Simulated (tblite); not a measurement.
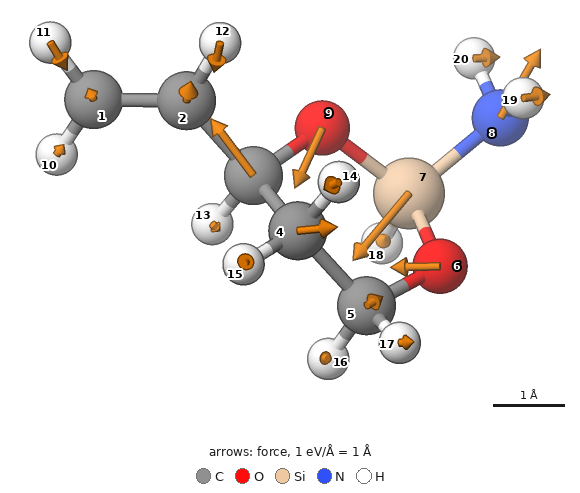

Starting geometry of C5H11NO2Si with the computed forces as orange arrows. A ball-and-stick model, seen at a tilt.

The calculation used GFN2-xTB geometry optimisation, gas phase in tblite. 

### Is this structure relaxed? If not, where do the atoms go?

It isn't relaxed: the largest force vector, on the Si atom, is 1.41 eV/Å. The final displacements have little in common with the starting forces (cosine between the two patterns 0.23). The largest move after the best rigid fit is that of an H atom, 0.58 Å. Largest moves by element: H 0.58 Å, C 0.19 Å, N 0.17 Å, O 0.13 Å, Si 0.09 Å. Among the contacts that change: O–Si 1.657 → 1.632 Å, C–O 1.421 → 1.399 Å, N–Si 1.688 → 1.709 Å, C–H 1.098 → 1.081 Å. Among the angles between lasting bonds that change: Si–N–H 107.0° → 119.7°, Si–N–H 107.6° → 117.4°, N–Si–O 105.2° → 114.9°. The energy falls by 0.266 eV in 108 geometry steps.
